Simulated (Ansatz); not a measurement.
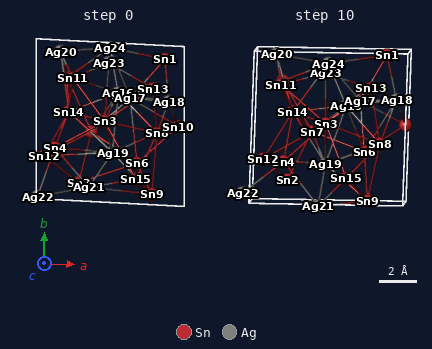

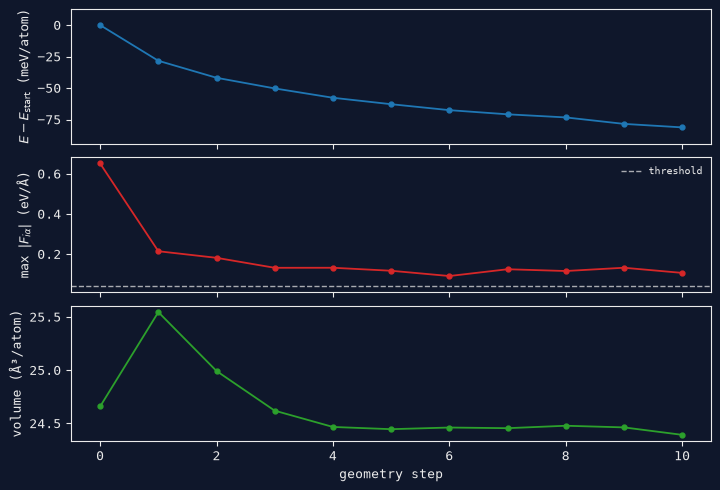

First and last geometry of a relaxation of an amorphous cell of composition Ag3Sn5 (coarse preliminary run), with the history of the run. Style: ball-and-stick. Shown: the cell of the calculation, along the c axis.

Case: the last frame of the dynamics.

Level of theory: DFT PBE, scalar-relativistic, plane waves, PAW (Ansatz). (plane-wave cutoff 420 eV; k-point mesh 2 × 2 × 2; occupations gaussian; smearing width 0.1 eV; mesh shifted by (0.5, 0.5, 0.5); no spin polarisation; cell and atoms relaxed; force threshold 0.04 eV/Å; at most 70 steps)

Q: What do the curves and the structures tell?

A: The run was cut off at its time limit before the relaxation converged, so the last structure is only a point on the way. An Ag atom moves most relative to the cell: 1.18 Å along [3 −3 −1]. By element the largest moves are Ag 1.18 Å, Sn 0.91 Å. Cell: a 8.061 → 8.366 Å (+3.8 %), b 8.697 → 8.268 Å (−4.9 %), c 8.469 → 8.471 Å (0.0 %), α 88.5° → 92.0°, β 86.9° → 89.3°, γ 92.9° → 89.0°. Volume −1.1 %. Some distances before and after: Ag–Sn 5.061 → 3.459 Å, Ag–Sn 4.696 → 3.286 Å, Sn–Sn 3.503 → 4.809 Å, Ag–Sn 4.743 → 3.450 Å. Bond angles that change, for instance: Sn–Sn–Ag 117.5° → 168.5°, Sn–Sn–Ag 126.0° → 78.5°, Sn–Ag–Sn 79.1° → 124.8°. After 10 geometry steps the energy has fallen by 81.2 meV per atom. The largest force component goes from 0.65 to 0.11 eV/Å. Pressure: 1.95 GPa at the start and 0.19 GPa at the end. The run took 13 min on 2 threads of Arm Neoverse V1, with other jobs on the host, peak memory 1.7 GiB.

| step | E − E(0), meV/atom | largest force component, eV/Å | pressure, GPa | volume, Å³/atom |
| --- | --- | --- | --- | --- |
| 0 | 0.00 | 0.6514 | 1.95 | 24.659 |
| 1 | -28.32 | 0.2143 | -0.86 | 25.545 |
| 2 | -41.83 | 0.1815 | -0.29 | 24.992 |
| 3 | -50.28 | 0.1318 | 0.17 | 24.619 |
| 4 | -57.70 | 0.1320 | 0.26 | 24.467 |
| 5 | -62.81 | 0.1171 | 0.24 | 24.446 |
| 6 | -67.54 | 0.0908 | 0.07 | 24.461 |
| 7 | -70.83 | 0.1246 | 0.06 | 24.455 |
| 8 | -73.31 | 0.1158 | -0.05 | 24.478 |
| 9 | -78.44 | 0.1321 | -0.04 | 24.462 |
| 10 | -81.22 | 0.1064 | 0.19 | 24.393 |

Limits of the set-up: the periodic images lie only 8.1 Å apart, so the values are limited by the cell's size.
